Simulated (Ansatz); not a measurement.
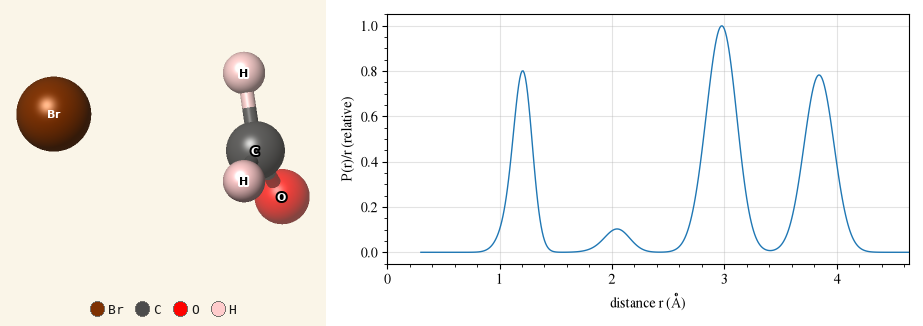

Simulated gas electron diffraction: radial distribution curve of CH₂BrO (charge -1, ignored in the scattering factors). Each pair of atoms contributes with weight ZᵢZⱼ/r; damping constant 0.002 Å²; vibrational amplitudes assumed, not computed: 0.05 Å for bonds, 0.078 Å for bonds to H, 0.06 + 0.015 r up to 0.15 Å for other pairs. The geometry is the end point of an optimisation (RKS B3LYP-D4/def2-SVP in Ansatz 0.2.0); it may be a saddle point or a higher isomer.

### Assign the first 4 clear peaks of the radial distribution curve (– bonded, ··· not bonded).

Peak 1, 1.21 Å: C–H 1.11 Å (×2), O–C 1.21 Å, not resolved
Peak 2, 2.05 Å: O···H 2.05 Å (×2)
Peak 3, 2.98 Å: Br···H 2.87 Å (×2), Br···C 3.00 Å, not resolved
Peak 4, 3.84 Å: Br···O 3.84 Å
